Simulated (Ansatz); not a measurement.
A series of calculations on CH8BNO

## 1. Relaxation

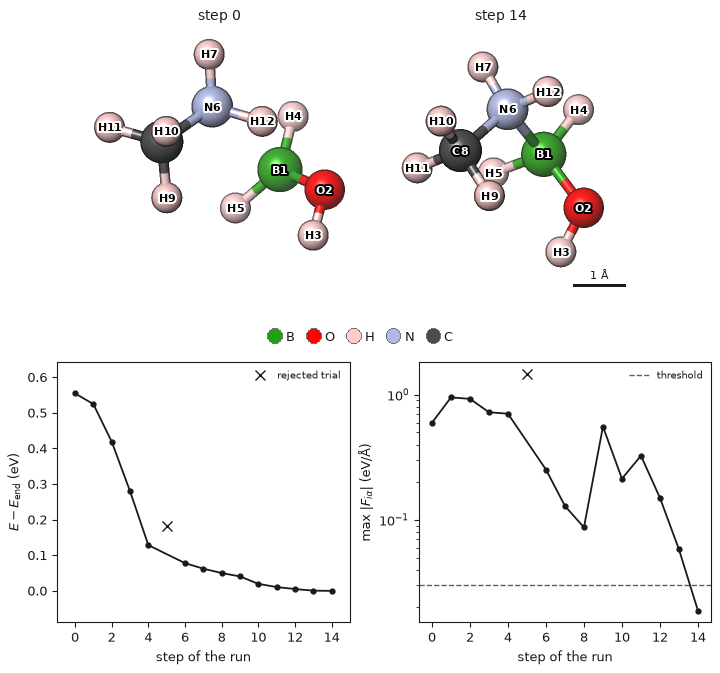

First and last geometry of a relaxation of CH8BNO, with the history of the run. Style: ball-and-stick. Shown from a free direction.

The run prepares an end point of a later path (reaction) calculation, from a guessed geometry.

Level of theory: RKS B3LYP-D4/6-31G* (Ansatz 0.2.0).

Input file:
```yaml
crystal:
  periodic: [false, false, false]
  atoms:
    - { symbol: B, position_ang: [0.233565, -0.562499, 0.2053] }
    - { symbol: O, position_ang: [-0.58476, -0.480665, 1.324809] }
    - { symbol: H, position_ang: [-1.518876, -0.425656, 1.073586] }
    - { symbol: H, position_ang: [1.395141, -0.733098, 0.414881] }
    - { symbol: H, position_ang: [-0.245895, -0.592534, -0.892243] }
    - { symbol: "N", position_ang: [0.389759, 2.152063, 0.566537] }
    - { symbol: H, position_ang: [1.235123, 2.637596, 0.860687] }
    - { symbol: C, position_ang: [-0.590857, 3.095233, 0.03011] }
    - { symbol: H, position_ang: [-1.488984, 2.542173, -0.26895] }
    - { symbol: H, position_ang: [-0.902102, 3.897802, 0.720449] }
    - { symbol: H, position_ang: [-0.185094, 3.565923, -0.871618] }
    - { symbol: H, position_ang: [0.014981, 1.651162, 1.392553] }
basis:
  gaussian: { orbitals: "6-31G*" }
hamiltonian:
  xc: b3lyp
  dispersion: d4
relax:
  f_tol: 0.03
  max_steps: 50
```

Launched with:
```bash
ansatz run input.yaml --threads 1 --pin off --max-ram 2048MiB --backend cpu --events-out ev --progress --plain --runs-dir out
```

> What do the curves and the structures tell?

It converged. The atom that moves furthest after the best rigid fit is H11 (1.06 Å). By element the largest moves are H 1.06 Å, B 0.75 Å, O 0.59 Å, C 0.43 Å, N 0.34 Å. Among the contacts that change: B1–N6 2.743 → 1.707 Å, B1–O2 1.389 → 1.438 Å, B1–H4 1.193 → 1.217 Å, B1–H5 1.198 → 1.220 Å. New bonds form, among them: B1–N6 (2.74 → 1.71 Å). Bond angles that change, for instance: H4–B1–H5 123.2° → 114.8°, O2–B1–H5 120.3° → 116.8°, N6–C8–H10 115.4° → 112.3°. After 13 accepted moves (14 points after the start) the energy has fallen by 0.555 eV. Largest force component: 0.6 eV/Å at the start, 0.019 eV/Å at the end. The line search rejected the trial step at point 5 of the run.

Limits of the set-up: the start holds two separate molecules, 2.2 Å apart at their closest, whose relative position is a soft coordinate.

## 2. Relaxation

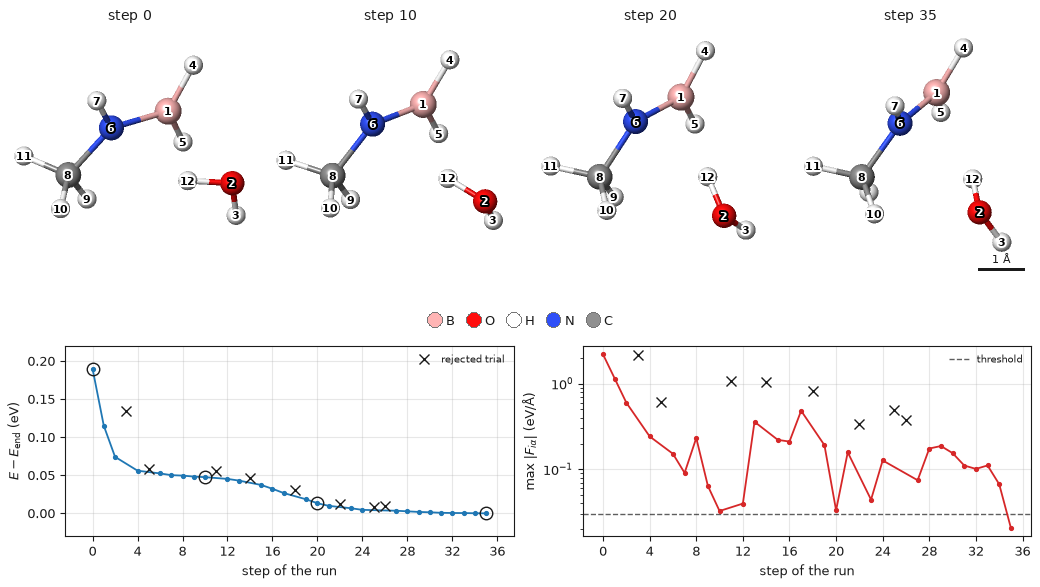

Frames of a relaxation of CH₈BNO, marked on the history of the run. A ball-and-stick model, seen at a tilt.

The run prepares an end point of a later path (reaction) calculation, from a guessed geometry.

These are results of RKS B3LYP-D4/6-31G* (Ansatz), not measurements.

Input file:
```yaml
crystal:
  periodic: [false, false, false]
  atoms:
    - { symbol: B, position_ang: [0.396398, 0.408002, -0.227786] }
    - { symbol: O, position_ang: [-0.562194, -0.17386, 2.133006] }
    - { symbol: H, position_ang: [-1.47866, -0.261139, 1.825428] }
    - { symbol: H, position_ang: [1.380538, -0.258627, -0.123634] }
    - { symbol: H, position_ang: [-0.62935, 0.019139, -0.705765] }
    - { symbol: "N", position_ang: [0.487306, 1.836066, 0.126711] }
    - { symbol: H, position_ang: [1.367843, 2.192055, 0.47795] }
    - { symbol: C, position_ang: [-0.509303, 2.855114, -0.16006] }
    - { symbol: H, position_ang: [-1.38266, 2.371896, -0.606909] }
    - { symbol: H, position_ang: [-0.834065, 3.381644, 0.749087] }
    - { symbol: H, position_ang: [-0.140022, 3.608392, -0.868028] }
    - { symbol: H, position_ang: [-0.343832, 0.768818, 1.9361] }
basis:
  gaussian: { orbitals: "6-31G*" }
hamiltonian:
  xc: b3lyp
  dispersion: d4
relax:
  f_tol: 0.03
  max_steps: 50
```

Command:
```bash
ansatz run input.yaml --threads 1 --pin off --max-ram 2048MiB --backend cpu --events-out ev --progress --plain --runs-dir out
```

Question: What happens along the run?

Answer: After 27 accepted moves (35 points after the start) the energy has fallen by 0.190 eV. Largest force component: 2.2 eV/Å at the start, 0.021 eV/Å at the end. The line search rejected the trial steps at points 3, 5, 11, 14, 18, 22, 25, 26 of the run. The largest move after the best rigid fit is that of O2, 1.13 Å. Largest moves by element: O 1.13 Å, H 1.00 Å, B 0.60 Å, C 0.30 Å, N 0.26 Å. Near-neighbour distances that change, for instance: B1–N6 1.474 → 1.394 Å, O2–H12 0.987 → 0.972 Å, N6–C8 1.454 → 1.461 Å, C8–H10 1.100 → 1.095 Å. The run took 120 s on 1 thread of Arm Neoverse V1 (shared host), peak memory 0.14 GiB. From step 0 to 10: O2 moves most (0.50 Å), energy −0.142 eV. From step 10 to 20: O2 moves most (0.56 Å), energy −0.034 eV. From step 20 to 35: H3 moves most (0.56 Å), energy −0.013 eV.

Limits of the set-up: the start holds two separate molecules, 2.3 Å apart at their closest, whose relative position is a soft coordinate.

## 3. Path

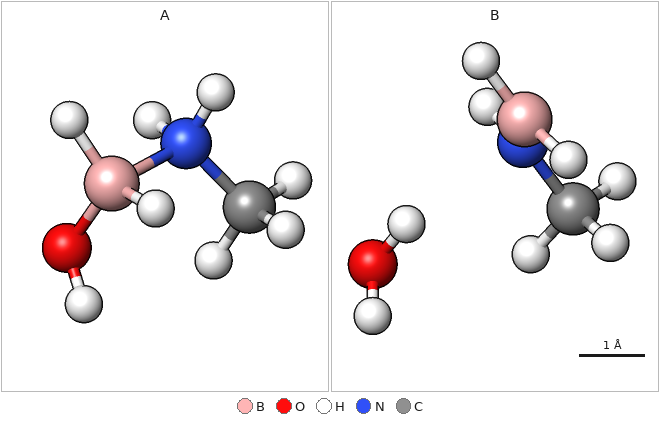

The two relaxed end points of a path for CH8BNO. A ball-and-stick model, seen at a tilt.

Method: Ansatz, RKS B3LYP-D4/6-31G*.

Settings: 9 movable images; climbing image; force threshold 0.03 eV/Å; iteration limit 46.

Start:
```xyz
12

B     0.2540    0.1829    0.3475
O    -0.9721   -0.2112    0.9866
H    -1.6615   -0.3474    0.3258
H     1.2539   -0.2610    0.8805
H     0.2706    0.1571   -0.8724
N     0.4109    1.8480    0.6868
H     1.3210    2.1670    0.3520
C    -0.6808    2.6841    0.1412
H    -1.6203    2.2698    0.5105
H    -0.5896    3.7334    0.4403
H    -0.6596    2.6044   -0.9478
H     0.4255    1.9204    1.7053
```

End:
```xyz
12

B     1.0575    0.5559   -0.4218
O    -1.4521    0.7227    2.3574
H    -2.1954    0.1970    2.0269
H     1.9883   -0.0274    0.0516
H     0.5308    0.2074   -1.4390
N     0.5528    1.6683    0.2493
H     1.0158    1.9889    1.0939
C    -0.5362    2.5451   -0.1760
H    -0.9661    2.1484   -1.0986
H    -1.3131    2.5867    0.5944
H    -0.1730    3.5610   -0.3716
H    -0.7574    0.5934    1.6897
```

Predict the minimum-energy path and its barrier.

The highest point, image 4, lies 26.3 kcal/mol above the start and 13.3 kcal/mol above the end; the end is at +13.0 kcal/mol relative to the start. Breaking: B1–O2 (1.44 → 1.65 at the top → 3.75 Å), N6–H12 (1.02 → 1.41 at the top → 2.22 Å). Forming: O2–H12 (2.65 → 1.16 at the top → 0.97 Å). The band converged in 23 iterations, with a climbing image at the top. At the top, the vibrational analysis gives one imaginary mode (1137i cm⁻¹), as a transition state must have.

Energies of the converged images:

```json
{"image": "0", "path (Å)": "0.00", "E (kcal/mol)": "0.0"}
{"image": "1", "path (Å)": "0.76", "E (kcal/mol)": "0.6"}
{"image": "2", "path (Å)": "1.52", "E (kcal/mol)": "1.7"}
{"image": "3", "path (Å)": "2.28", "E (kcal/mol)": "3.4"}
{"image": "4", "path (Å)": "3.04", "E (kcal/mol)": "26.3"}
{"image": "5", "path (Å)": "3.74", "E (kcal/mol)": "18.6"}
{"image": "6", "path (Å)": "4.45", "E (kcal/mol)": "14.7"}
{"image": "7", "path (Å)": "5.15", "E (kcal/mol)": "14.2"}
{"image": "8", "path (Å)": "5.85", "E (kcal/mol)": "13.7"}
{"image": "9", "path (Å)": "6.55", "E (kcal/mol)": "13.2"}
{"image": "10", "path (Å)": "7.26", "E (kcal/mol)": "13.0"}
```

The geometry at the top of the path:

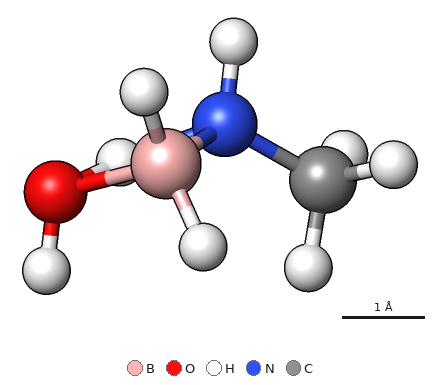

Cost: 10 min on 1 thread of Arm Neoverse V1, on a shared host, peak memory 0.15 GiB.
